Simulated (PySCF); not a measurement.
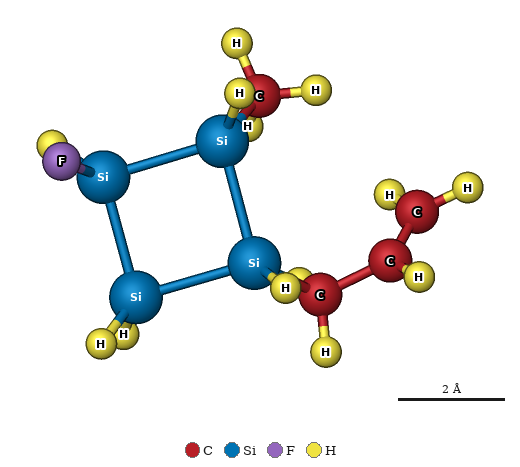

*The structure as given in the input (ball-and-stick view, seen at an oblique angle).*

Bond lengths as drawn: C–C 1.32 to 1.48 Å, C–H 1.08 to 1.09 Å, C–Si 1.91 to 1.93 Å, F–Si 1.63 Å, H–Si 1.46 to 1.48 Å and Si–Si 2.35 to 2.39 Å.

**C4H13FSi4: NMR shielding calculation**

C4H13FSi4, computed with GIAO PBE0/pcSseg-1 NMR shielding, non-relativistic, gas phase (PySCF 2.14.0).

The geometry comes from this level: GFN2-xTB. It belongs to a series of runs on one base structure; here: constitutional isomer. Figures and captions count atoms from 1; the log counts them from 0 in places.

What the program printed:
```
coarse grid: 19992 points
cycle   1  E = -1417.0954867727  dE =  5.772e-01  |g| = 7.003e-01  |ddm| = 4.309e+00
cycle   2  E = -1416.9885974405  dE =  1.069e-01  |g| = 1.058e+00  |ddm| = 1.965e+00
cycle   3  E = -1417.1958772239  dE = -2.073e-01  |g| = 9.741e-02  |ddm| = 1.331e+00
cycle   4  E = -1417.1974417002  dE = -1.564e-03  |g| = 3.701e-02  |ddm| = 1.283e-01
cycle   5  E = -1417.1977467135  dE = -3.050e-04  |g| = 7.772e-03  |ddm| = 5.256e-02
cycle   6  E = -1417.1977665984  dE = -1.988e-05  |g| = 2.265e-03  |ddm| = 1.753e-02
cycle   7  E = -1417.1977679529  dE = -1.354e-06  |g| = 5.468e-04  |ddm| = 3.159e-03
final grid: 173976 points
cycle   8  E = -1417.2527031826  dE = -3.758e-05  |g| = 7.538e-03  |ddm| = 2.849e-02
cycle   9  E = -1417.2526952773  dE =  7.905e-06  |g| = 9.113e-03  |ddm| = 1.564e-02
cycle  10  E = -1417.2527174033  dE = -2.213e-05  |g| = 1.116e-03  |ddm| = 9.852e-03
cycle  11  E = -1417.2527176923  dE = -2.891e-07  |g| = 3.666e-04  |ddm| = 1.404e-03
cycle  12  E = -1417.2527177254  dE = -3.309e-08  |g| = 8.368e-05  |ddm| = 3.933e-04
cycle  13  E = -1417.2527177274  dE = -1.979e-09  |g| = 2.278e-05  |ddm| = 1.503e-04
cycle  14  E = -1417.2527177275  dE = -1.501e-10  |g| = 5.016e-06  |ddm| = 3.238e-05
```

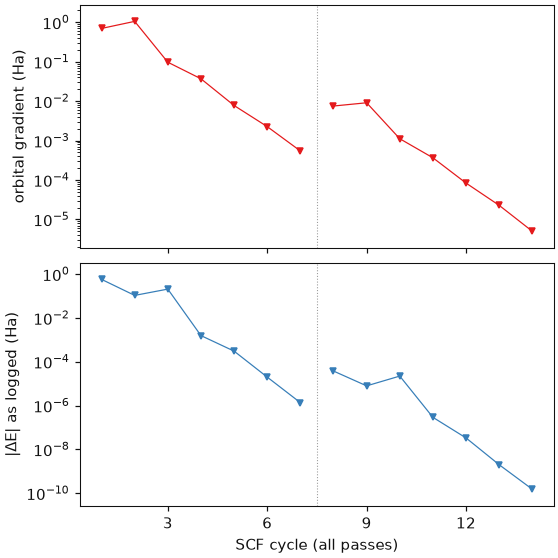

*Convergence of the self-consistent field: orbital gradient and size of the energy change against the SCF cycle. The dotted line marks the change from a coarse to the final integration grid.*

The first 7 cycles use a coarse grid, the final grid takes over at cycle 8, and the field converges after 14 cycles in all.

```
converged SCF energy = -1417.2527177275

GIAO shielding tensors (ppm)
atom      isotropic    diamagn.    paramagn.     s11        s22        s33       span
  0 C       66.317     255.101    -188.784    -45.221     87.097    157.075    202.295
  1 C       41.466     258.607    -217.141    -81.548     46.080    159.865    241.413
  2 C      163.019     253.663     -90.644    143.169    155.136    190.751     47.582
  3 Si     405.184     882.436    -477.252    357.050    419.509    438.992     81.942
  4 Si     439.027     882.183    -443.155    383.325    428.205    505.551    122.226
  5 Si     285.195     877.465    -592.270    184.361    294.128    377.096    192.734
  6 F      438.676     462.124     -23.448    362.392    471.298    482.338    119.946
  7 Si     383.563     882.398    -498.834    323.057    388.933    438.700    115.643
  8 C      197.378     254.950     -57.572    188.425    198.312    205.397     16.973
  9 H       26.484      33.105      -6.621     22.282     26.903     30.266      7.984
 10 H       26.542      28.712      -2.170     23.532     25.856     30.237      6.705
 11 H       25.547      31.066      -5.519     22.855     25.196     28.590      5.735
 12 H       29.750      34.674      -4.924     27.257     29.129     32.864      5.606
 13 H       29.712      30.907      -1.195     25.011     28.184     35.940     10.930
 14 H       26.915      31.453      -4.538     23.792     25.348     31.604      7.813
 15 H       27.756      30.007      -2.251     24.476     25.898     32.894      8.417
 16 H       27.419      29.515      -2.096     23.815     24.914     33.530      9.714
 17 H       24.893      28.811      -3.918     21.821     24.264     28.595      6.774
 18 H       26.674      30.526      -3.852     23.954     24.630     31.438      7.484
 19 H       31.153      33.138      -1.985     25.217     29.557     38.684     13.466
 20 H       31.665      34.172      -2.507     27.733     30.069     37.192      9.459
 21 H       31.471      29.956       1.515     26.220     28.181     40.011     13.792
```

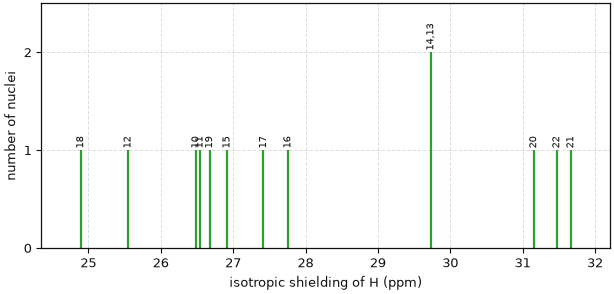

*Isotropic shieldings of the hydrogen nuclei in this fixed geometry, labelled by atom number; shielding grows to the right, so chemical shift grows to the left.*

The least shielded is H18 (24.9 ppm), the most shielded H21 (31.7 ppm).

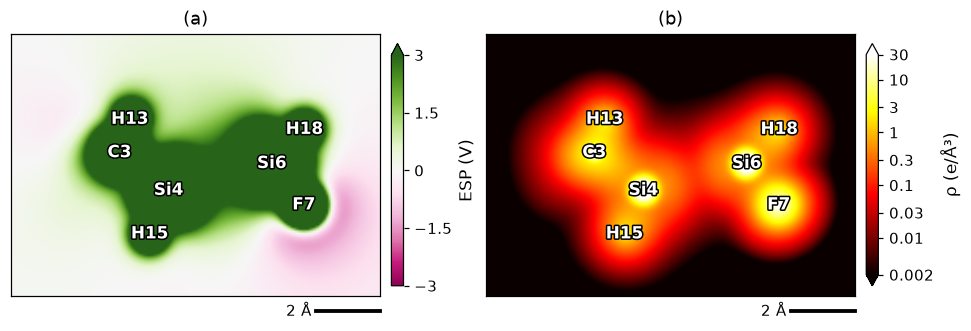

*(a) electrostatic potential; (b) electron density on the plane of atoms C3, Si4 and H15.*

Atoms in the plane: C, Si, F and H. C–Si (1.93 Å): ρ at the midpoint is about 0.86 e/Å³. Si–H (1.46 Å): ρ at the midpoint is about 0.81 e/Å³.

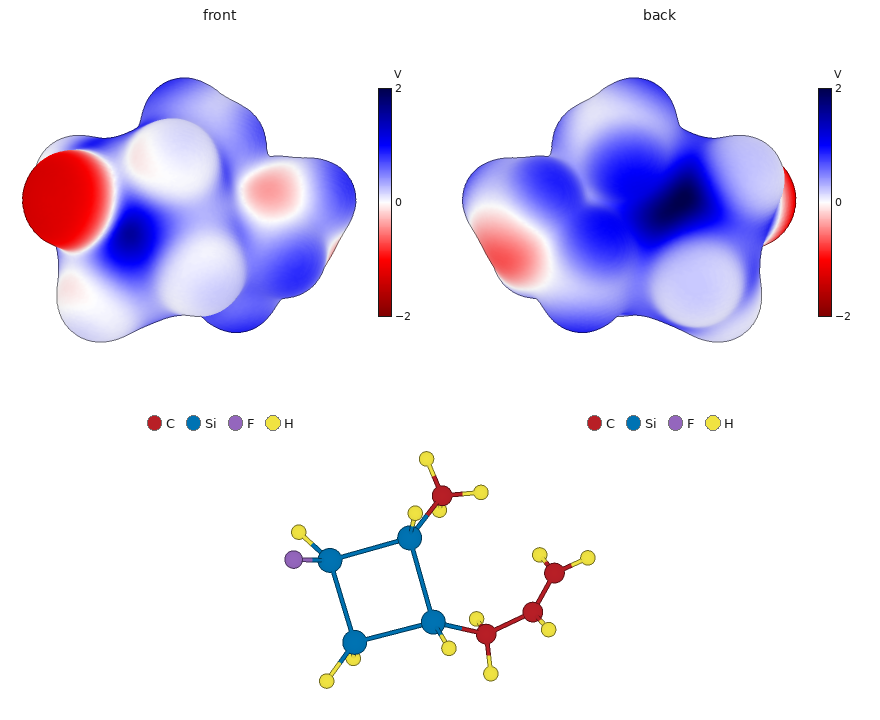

*The molecular electrostatic potential painted on the density surface at 0.002 e/bohr³, seen face on and from behind; red is negative and blue positive. The bare structure is drawn below in the same view.*

A positive charge is drawn to the negative regions and a negative charge to the positive ones. Its dipole moment is 2.45 D.

This output came from the following input.

Input file:
```
{"job": {"kind": "nmr", "xc": "PBE0", "basis": "pcSseg-1"}, "charge": 0, "multiplicity": 1}
C      2.856945     1.342310     0.340997
C      2.556154     0.132808     0.781270
C      1.791456    -0.882875     0.019262
Si     0.033176    -1.128536     0.768015
Si    -1.403256    -2.413133    -0.616065
Si    -2.899249    -0.596907    -0.677652
F     -4.168130    -0.958784     0.285240
Si    -1.412162     0.758051     0.560986
C     -0.667725     2.166315    -0.486188
H      2.586806     1.665805    -0.651507
H      3.393487     2.054762     0.944294
H      2.845578    -0.164552     1.781405
H      1.703156    -0.580887    -1.024598
H      2.323243    -1.835258     0.041741
H      0.296262    -1.650719     2.125009
H     -0.861349    -2.811160    -1.925742
H     -1.906383    -3.681003    -0.074017
H     -3.647148    -0.182268    -1.866584
H     -1.905718     1.419135     1.785530
H      0.163821     2.636252     0.029628
H     -0.293031     1.789194    -1.433754
H     -1.396342     2.940835    -0.708119
```

The first line tells a small driver script what to run in PySCF; the rest is the geometry in Å.

Command:
```bash
OMP_NUM_THREADS=1 python <driver script> task.json out
```

Summary:

```csv
quantity,value
outcome,converged
total energy,−1417.252718 hartree
HOMO,−7.17 eV
LUMO,−1.93 eV
dipole moment,2.45 D
"isotropic shielding, C",41.5 to 197.4 ppm
"isotropic shielding, Si",285.2 to 439.0 ppm
"isotropic shielding, F",438.7 ppm
"isotropic shielding, H",24.9 to 31.7 ppm
hardware,"1 CPU thread, shared host"
wall time,1.8 min
peak memory,1.1 GiB
```
